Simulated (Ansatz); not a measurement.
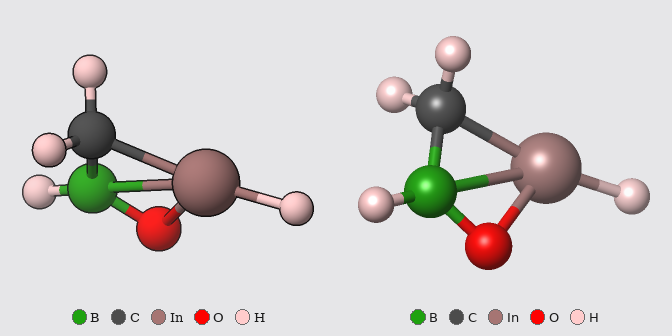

Two views of one molecule.

Computed geometry: PBE0-D4/def2-TZVP optimisation.

What does the picture show?

The molecule is CH4BInO. The point group is Cs. Coordination, clear cases only: 1 B see-saw.

The parts below concern this one geometry. Atoms keep their numbers from picture to picture.

## Shape

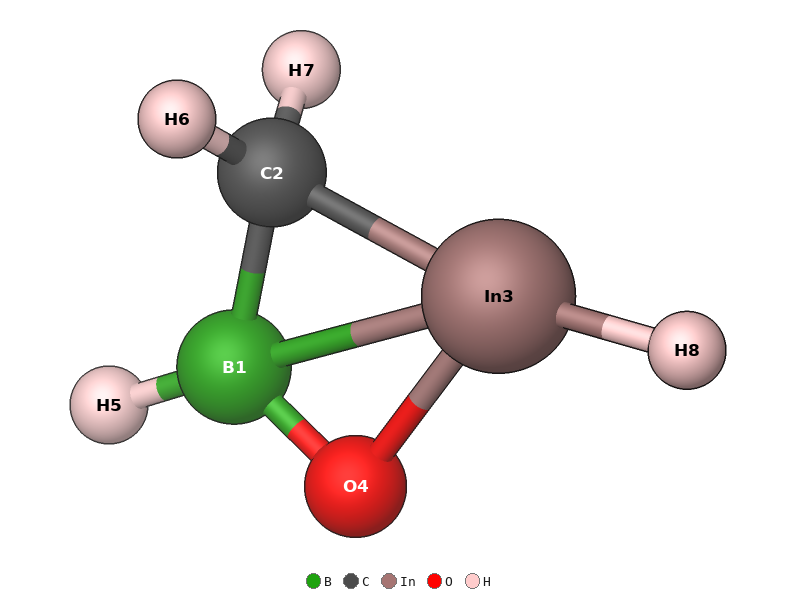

The atoms are numbered.

Estimate the angles B1–C2–In3, B1–In3–C2, B1–In3–O4, B1–O4–In3, C2–B1–In3, C2–B1–H5, C2–In3–O4, C2–In3–H8, In3–B1–O4, In3–B1–H5, In3–C2–H6, O4–B1–H5.

```csv
angle,degrees
B1–C2–In3,83.5
B1–In3–C2,39.1
B1–In3–O4,32.0
B1–O4–In3,91.8
C2–B1–In3,57.4
C2–B1–H5,124.2
C2–In3–O4,71.2
C2–In3–H8,167.7
In3–B1–O4,56.2
In3–B1–H5,178.4
In3–C2–H6,115.0
O4–B1–H5,122.2
```

## Charges

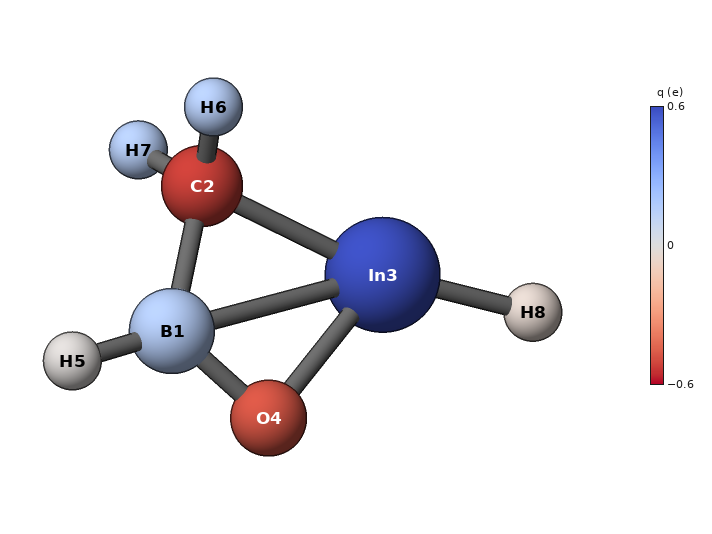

Atoms are coloured by their Mulliken charges. Properties computed with RKS PBE0-D4/def2-TZVP, core potentials on In (Ansatz 0.2.0).

**Which atom carries the highest charge (most positive or least negative)?**

In3 (0.58 e).

**And the lowest?**

C2 (−0.51 e).

Give the Mulliken charges atom by atom.

```tsv
atom	value (e)
B1	0.15
C2	−0.51
In3	0.58
O4	−0.47
H5	−0.01
H6	0.15
H7	0.15
H8	−0.04
```

## Levels of theory compared

Program: Ansatz 0.2.0.

Compare dipole (D), HOMO–LUMO gap (eV) at these levels: B3LYP-D4/def2-TZVPP; PBE-D4/def2-TZVPP; r2SCAN-D4/def2-TZVPP; ωB97M-V/def2-TZVPP.

| level | dipole (D) | HOMO–LUMO gap (eV) |
| --- | --- | --- |
| B3LYP-D4/def2-TZVPP | 3.68 | 5.00 |
| PBE-D4/def2-TZVPP | 3.51 | 3.40 |
| r2SCAN-D4/def2-TZVPP | 3.61 | 3.93 |
| ωB97M-V/def2-TZVPP | 3.85 | 9.12 |

## Vibrations

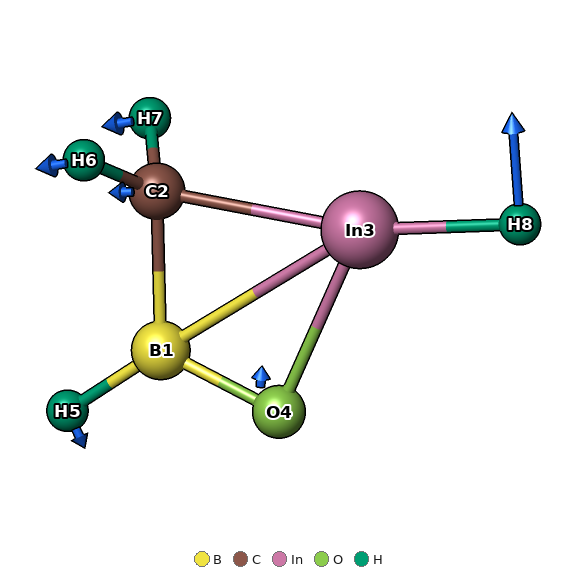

The arrows show one normal mode. Harmonic vibrations computed with RKS PBE0-D4/def2-TZVP, core potentials on In (Ansatz 0.2.0) at a stationary point of the same level.

**Estimate its harmonic wavenumber.**

427 cm⁻¹; it is mode 4 of 18 counted from the lowest.

## Thermal motion

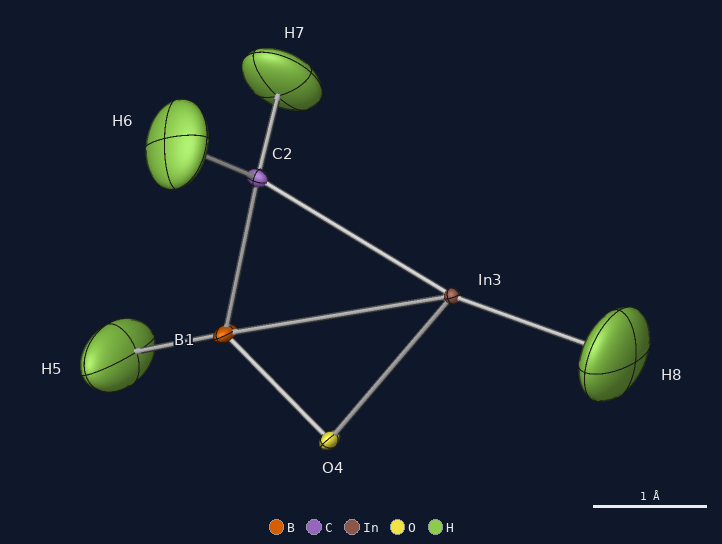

Displacement ellipsoids at the 50 % level, enlarged 1.5 times, from the internal vibrations of the free molecule (harmonic, no overall translation or rotation; no half-axis is drawn under 0.075 Å). Vibrations computed with RKS PBE0-D4/def2-TZVP, core potentials on In (Ansatz 0.2.0). Temperature: 0 K (zero-point motion alone).

**Which atom moves most?**

H8, with U_eq = 0.0296 Å².

**Does H5 move more along its bond or across it?**

Across it: the root-mean-square amplitude is 0.089 Å along the bond and up to 0.231 Å across, since bending and torsion are softer than stretching.

Give the displacement parameters, one line for each set of equivalent atoms.

```csv
atom,U_eq (Å²),rms amplitudes (Å)
B1,0.0022,"0.031, 0.044, 0.061"
C2,0.0015,"0.032, 0.036, 0.047"
In3,0.00005,"0.004, 0.006, 0.010"
O4,0.0018,"0.029, 0.044, 0.051"
H5,0.0259,"0.089, 0.127, 0.231"
"H6, H7",0.0198,"0.078, 0.143, 0.181"
H8,0.0296,"0.095, 0.187, 0.212"
```

Mulliken values depend strongly on the basis set and can even reverse the polarity of a bond.
